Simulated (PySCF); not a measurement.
**C$_{3}$H$_{6}$N$_{2}$O$_{2}$Si (SMILES C[SiH2]Oc1ncno1): density, localisation and related maps**

The calculation's input:

```
{"job": {"kind": "nmr", "xc": "PBE0", "basis": "pcSseg-1"}, "charge": 0, "multiplicity": 1}
C      2.039536     0.452524    -0.691420
Si     1.446646    -0.363879     0.910504
O      0.016895    -1.197449     0.631833
C     -1.074462    -0.641840     0.239467
N     -1.289726     0.620395     0.000362
C     -2.594191     0.623125    -0.369115
N     -3.146468    -0.547293    -0.362802
O     -2.154873    -1.402226     0.038328
H      1.319930     1.193990    -1.031999
H      2.159569    -0.279732    -1.487606
H      2.994058     0.951522    -0.557062
H      2.209964    -1.531689     1.330944
H      1.195146     0.609935     1.969544
H     -3.122703     1.512143    -0.643144
```

Command:

```sh
OMP_NUM_THREADS=1 python probes_run.py task.json out
```

Geometry: GFN2-xTB.

Method: PySCF 2.14.0, PBE0/pcSseg-1, SCF density, gas phase, non-relativistic.

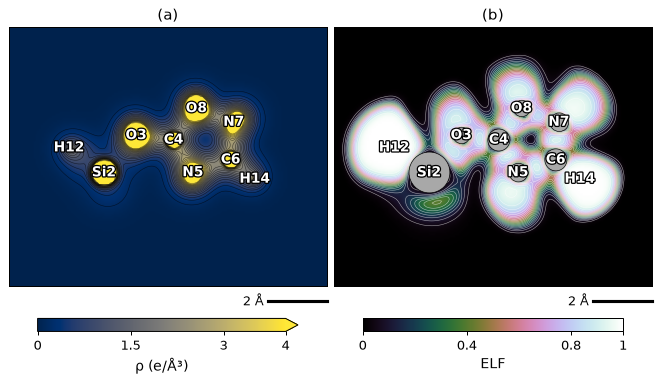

Figure 1. (a) electron density; (b) ELF on the plane of atoms C4, O8 and N7. Grey discs cover the atomic cores in the ELF map.

Question: What does the map show?

Answer: Atoms in the plane: Si, O, C, N and H.
C–O (1.29 Å): the density is about 2.7 e/Å³ at the midpoint; the ELF peaks at about 0.90 between the atoms: a short, strongly polar bond.
C–N (1.29 Å): ρ at the midpoint is about 2.7 e/Å³; the ELF peaks at about 0.90 between the atoms; localised, covalent bonding.
N–O (1.37 Å): ρ at the midpoint is about 2.4 e/Å³; the ELF peaks at about 0.85 between the atoms: a covalent bond.
Si–O (1.68 Å): ρ is about 1 e/Å³ halfway; the ELF peaks at about 0.90 between the atoms: a shared but strongly polarised pair.
C–H (1.07 Å): the density is about 2.1 e/Å³ at the midpoint; the ELF climbs to about 1 towards the hydrogen, as it does in any bond to H: an ordinary covalent bond to hydrogen.
The ELF also peaks beside N5, O3, N7 and O8, away from the bonds: lone-pair regions.

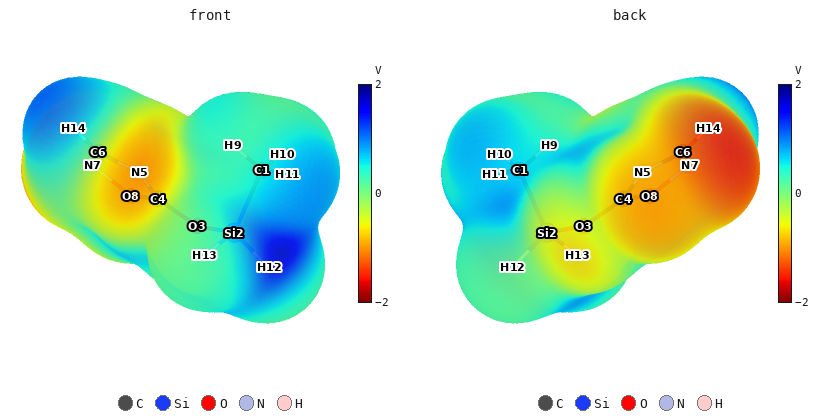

Figure 2. The electrostatic potential painted on the density surface at 0.001 e/bohr³, seen from the front and from behind; red is negative and blue positive.

Question: Describe the electrostatic potential map.

Answer: The most negative region (about −1.5 V, or −35 kcal/mol for a unit charge) lies over N7, the most positive (about +1.6 V, or +37 kcal/mol for a unit charge) over Si2. N7 is the likeliest acceptor of a hydrogen bond.
